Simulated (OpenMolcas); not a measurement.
**singlet [SnH3O2]− at 6 levels**

Wanted: a comparison of 6 runs (HF/3-21G, HF/def2-SVPD, B2PLYP/def2-SVPD, PBE0/def2-SVPD, r2SCAN/def2-SVPD, MP2/def2-SVPD) of singlet [SnH3O2]−. 

Program for the calculation: OpenMolcas 26.06.

## 1. Starting point

The species is [SnH3O2]− (6 atoms), meant as a singlet with charge -1. SMILES of the parent species: `[OH][SnH][OH]`. The shape is that of a PBE0-D4/def2-TZVP optimisation. This is one conformer, not always the lowest. That shape belongs to the parent species and isn't relaxed for this state.

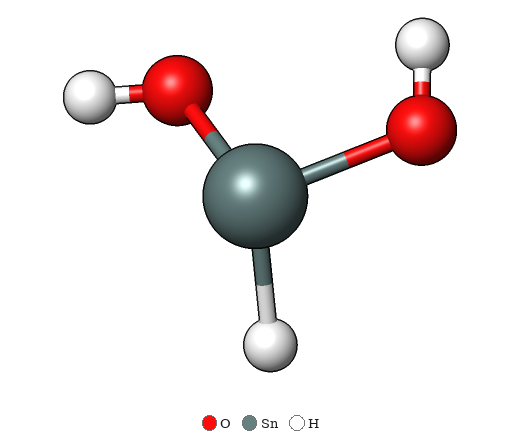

Viewed from a chosen angle; oxygen red, tin teal, hydrogen white.

## 2. The energy at HF/3-21G (run 1)

calc.inp

```
>>> EXPORT MOLCAS_PRINT=2
&GATEWAY
BasLib=$CurrDir
Coord
6
angstrom
O       -1.248300      -0.684700      -0.233400
Sn       0.417000       0.302500      -0.639600
O        1.413900      -0.038300       1.016700
H       -1.852000      -0.783400      -0.973600
H        0.128600       2.026100      -0.624300
H        1.182700      -0.886000       1.408100
Basis=3-21G
Group=NoSym
&SEWARD
&SCF
Charge=-1
Thresholds=1e-10 1e-07 1e-07 1e-05
PrOrbitals=1 1
```

The basis set 3-21G is read from a file made from the Basis Set Exchange's data (not shown).

Command:

```bash
$ export MOLCAS_MEM=1860
$ pymolcas calc.inp > calc.log
```

The program printed:

```text
--- Start Module: gateway ---
[...]
--- Stop Module: gateway /rc=_RC_ALL_IS_WELL_ ---
--- Start Module: seward ---
[...]
      Basis functions           55
--- Stop Module: seward /rc=_RC_ALL_IS_WELL_ ---
[...]
--- Start Module: scf ---
[...]
       Convergence after  17 Iterations
[...]
::    Total SCF energy                              -6146.9243976775
[...]
      Total spin, S                                     0.0000000000
[...]
      Total electronic charge=   70.000000
      Total            charge=   -1.000000
[...]
      Dipole Moment (debye):
      Origin of the operator (angstrom)=    0.3363    0.1618   -0.4154
                   X= -1.5455E+00               Y= -7.5065E-01               Z= -3.9406E-01           Total=  1.7627E+00
      Center of Charge (angstrom)
[...]
--- Stop Module: scf /rc=_RC_ALL_IS_WELL_ ---
[...]
```

Run time: 2.9 s. Hardware: 1 thread of Intel Xeon Platinum 8375C at 2.90GHz (Ice Lake), shared host; peak memory 0.39 GiB.

## 3. A single-point energy at HF/def2-SVPD (core potential) (run 2)

mol.inp

```
* H3O2Sn Hartree-Fock
>>> EXPORT MOLCAS_PRINT=2
&GATEWAY
BasLib=$CurrDir
Coord
6
angstrom
O       -1.248300      -0.684700      -0.233400
Sn       0.417000       0.302500      -0.639600
O        1.413900      -0.038300       1.016700
H       -1.852000      -0.783400      -0.973600
H        0.128600       2.026100      -0.624300
H        1.182700      -0.886000       1.408100
Basis=def2-SVPD
Group=NoSym
&SEWARD
&SCF
Charge=-1
Thresholds=1e-10 1e-07 1e-07 1e-05
PrOrbitals=1 1
```

The basis set def2-SVPD is read from a file made from the Basis Set Exchange's data (not shown).

Command:

```bash
$ export MOLCAS_MEM=1860
$ pymolcas mol.inp > mol.log
```

The program printed:

```text
--- Start Module: gateway ---
[...]
--- Stop Module: gateway /rc=_RC_ALL_IS_WELL_ ---
--- Start Module: seward ---
[...]
      Basis functions          102
--- Stop Module: seward /rc=_RC_ALL_IS_WELL_ ---
[...]
--- Start Module: scf ---
[...]
       Convergence after  17 Iterations
[...]
::    Total SCF energy                               -364.7341680464
[...]
      Total spin, S                                     0.0000000000
[...]
      Total electronic charge=   42.000000
      Total            charge=   -1.000000
[...]
      Dipole Moment (debye):
      Origin of the operator (angstrom)=    0.3363    0.1618   -0.4154
                   X= -1.2727E+00               Y= -4.4533E-01               Z= -2.6471E-01           Total=  1.3741E+00
      Center of Charge (angstrom)
[...]
--- Stop Module: scf /rc=_RC_ALL_IS_WELL_ ---
[...]
```

Run time: 12 s. Hardware: 1 thread of Intel Xeon Platinum 8375C at 2.90GHz (Ice Lake), shared host; peak memory 0.58 GiB.

Runs 3 to 5 aren't shown in full; the table further down has their settings and results.

## 4. The energy at MP2/def2-SVPD (core potential) (run 6)

struct.xyz

```xyz
6

O     -1.248300    -0.684700    -0.233400
Sn     0.417000     0.302500    -0.639600
O      1.413900    -0.038300     1.016700
H     -1.852000    -0.783400    -0.973600
H      0.128600     2.026100    -0.624300
H      1.182700    -0.886000     1.408100
```

mol.input

```
&gateway
  baslib
  $CurrDir
  coord
  struct.xyz
  basis
  def2-SVPD
  group
  NoSym

&seward

&scf
  charge
  -1
  thresholds
  1e-10 1e-07 1e-07 1e-05
  prorbitals
  1 1

&mbpt2
  frozen
  6
```

The basis set def2-SVPD is read from a file made from the Basis Set Exchange's data (not shown).

Command:

```bash
$ export MOLCAS_MEM=1860
$ pymolcas mol.input > mol.log
```

The program printed:

```text
--- Start Module: gateway ---
[...]
--- Stop Module: gateway /rc=_RC_ALL_IS_WELL_ ---
[...]
      Basis functions          102
[...]
--- Start Module: scf ---
[...]
       Convergence after  17 Iterations
[...]
::    Total SCF energy                               -364.7341680464
[...]
      Total spin, S                                     0.0000000000
[...]
      Total electronic charge=   42.000000
      Total            charge=   -1.000000
[...]
      Dipole Moment (debye):
      Origin of the operator (angstrom)=    0.3363    0.1618   -0.4154
                   X= -1.2727E+00               Y= -4.4533E-01               Z= -2.6471E-01           Total=  1.3741E+00
      Center of Charge (angstrom)
[...]
--- Stop Module: scf /rc=_RC_ALL_IS_WELL_ ---
[...]
--- Start Module: mbpt2 ---
[...]
WARNING!
Default frozen orbitals as non valence orbitals is overwritten by user input.
Default values:   2
[...]
       Reference weight ( Cref**2 )         =        0.84897
::    Total MBPT2 energy                             -365.2731383199
[...]
      Total MBPT2 calculations                           0.49      0.56
--- Stop Module: mbpt2 /rc=_RC_ALL_IS_WELL_ ---
[...]
```

Run time: 13 s. Hardware: 1 thread of Intel Xeon Platinum 8375C at 2.90GHz (Ice Lake), shared host; peak memory 0.58 GiB.

## 5. All runs side by side

```csv
run,level,frozen core orbitals,integration grid,energy (Eh),HOMO energy (eV),LUMO energy (eV),HOMO–LUMO gap (eV),wall time
1,HF/3-21G,–,–,-6146.924398,-0.84,8.88,9.72,2.9 s
2,HF/def2-SVPD (core potential),–,–,-364.734168,-1.58,5.79,7.37,12 s
3,B2PLYP/def2-SVPD (core potential),6,UltraFine,-366.100134,-0.39,4.77,5.17,36 s
4,PBE0/def2-SVPD (core potential),–,UltraFine,-366.338453,0.34,4.17,3.83,33 s
5,r2SCAN/def2-SVPD (core potential),–,UltraFine,-366.498970,1.07,4.07,3.00,42 s
6,MP2/def2-SVPD (core potential),6,–,-365.273138,-1.58,5.79,7.37,13 s
```

## 6. Results

| quantity | value |
| --- | --- |
| run 6: total energy | -365.27314 Eh |
| run 6: HOMO energy (Hartree–Fock orbitals) | -1.58 eV |
| run 6: LUMO energy (Hartree–Fock orbitals) | 5.79 eV |
| run 6: HOMO–LUMO gap (to an unbound level, set by the basis) | 7.37 eV |
| run 6: correlation energy (6 core orbitals frozen) | -539.0 mEh |

In words: Over runs 1, 2, 3, 4, 5 the HOMO–LUMO gap runs from 3.00 eV (r2SCAN/def2-SVPD) to 9.72 eV (HF/3-21G). The two ends differ in method and basis and core potential. The empty levels of an anion lie above zero and hang on the basis. For B2PLYP the log adds the whole second-order term; the table takes 0.27 of it, as the functional is defined. Totals of different functionals can't be ranked against each other. Some runs of one species differ in core potentials or relativity; totals across that change don't compare. In runs 4, 5 the HOMO lies above zero, so the outermost electron may be held by the basis alone. In run 1 relativity is left out where basis or elements ask for it. All runs together took 2.3 min, the longest 42 s.
